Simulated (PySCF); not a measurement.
## A study: Cl3OV, SMILES `O=[V](Cl)(Cl)Cl`

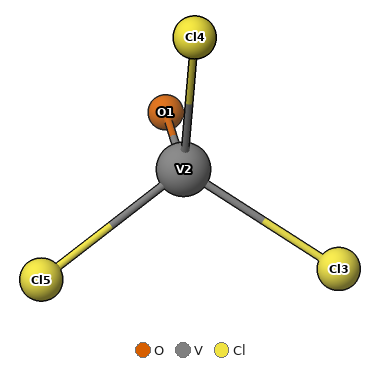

The molecule, with its atoms numbered as below. No frequency check shows the geometry to be a minimum.

Coordinates in Å:

```
O1      -0.0039    0.0000   -1.8001
V2      -0.0004   -0.0000   -0.2815
Cl3      0.9604   -1.6180    0.4085
Cl4      0.9222    1.6401    0.4086
Cl5     -1.8803   -0.0220    0.4109
```

### 1. Bonding charge

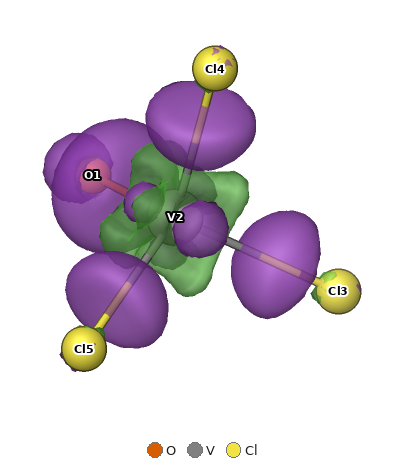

Deformation density (molecule less spherical, spin-averaged free atoms at the same positions), surfaces at ±0.09 e/Å³; purple: gain, green: loss.

Level of theory: BP86/def2-TZVP (PySCF), at a geometry from GFN2-xTB. This is a single-reference result, which may miss multireference character in this system.

**Describe the bonding that the map shows.**

O1–V2: +0.39 e/Å³ at the bond critical point (bond length 1.52 Å, Mayer order 2.1). V2–Cl5, V2–Cl3 and V2–Cl4: +0.18 e/Å³ at the bond critical point (bond length 2.00 Å, Mayer order 1.2). In all, 1.0 electrons gather in the regions of gain relative to the promolecule.

**Where do the Hirshfeld charges lie?**

The highest Hirshfeld charge is on V2 (+0.34 e), the lowest on O1 (−0.22 e).

### 2. Local ionisation energy

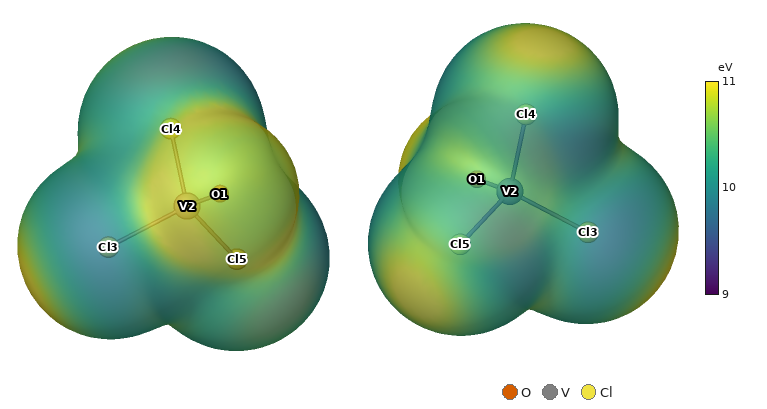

Average local ionisation energy on the surface of electron density 0.001 a.u. (back view left, front view right).

**Where are the most loosely bound electrons on this surface?**

The lowest value is 9.8 eV, 2.1 Å from Cl5, and at like points elsewhere. Further minima include 9.8 eV, 2.1 Å from Cl4, and at like points elsewhere. For comparison, the highest occupied orbital lies at −8.3 eV.

### 3. Localised orbitals

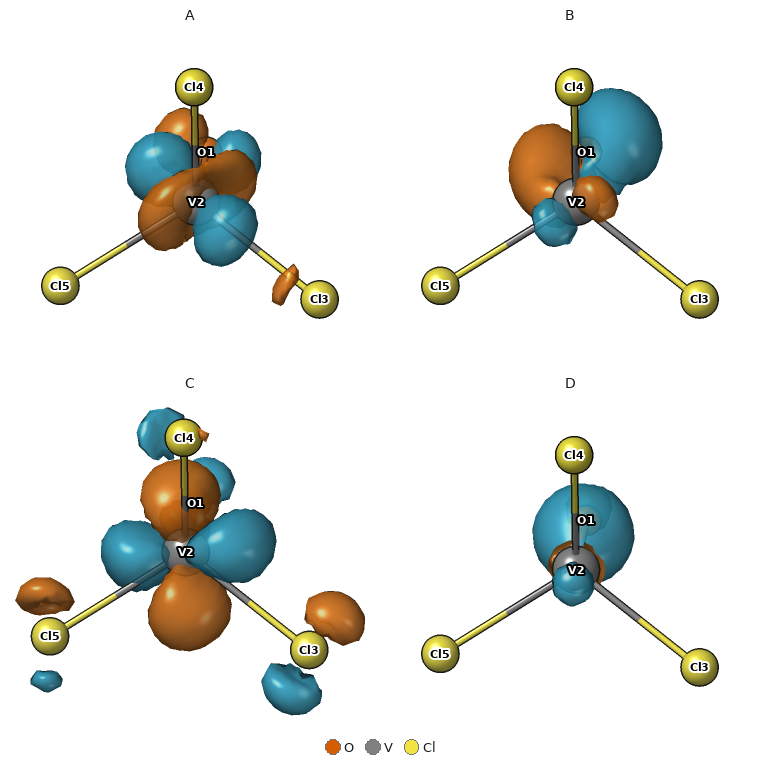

Intrinsic bond orbitals (IBO), occupied and valence-virtual; each surface holds about 70 % of the orbital's density. Energies are diagonal elements of the Fock matrix.

Computed with PySCF, PBE0/def2-TZVP, geometry: GFN2-xTB. This is a single-reference result, which may miss multireference character in this system.

**Identify each orbital.**

By panel:
- A: antibonding multicentre orbital mainly over V2, O1 and Cl3 (V2 62 %, O1 18 %, Cl3 13 %; −1.5 eV)
- B: π bond O1–V2 (O1 75 %, V2 24 %; −11.8 eV)
- C: antibonding multicentre orbital mainly over V2, Cl3, Cl5 and Cl4 (V2 71 %, Cl3 10 %, Cl5 8 %; −3.2 eV)
- D: σ bond O1–V2 (O1 66 %, V2 34 %; −19.2 eV)

**Which has the smallest and which the largest spatial spread?**

Smallest: D (0.82 Å); largest: C (1.33 Å).
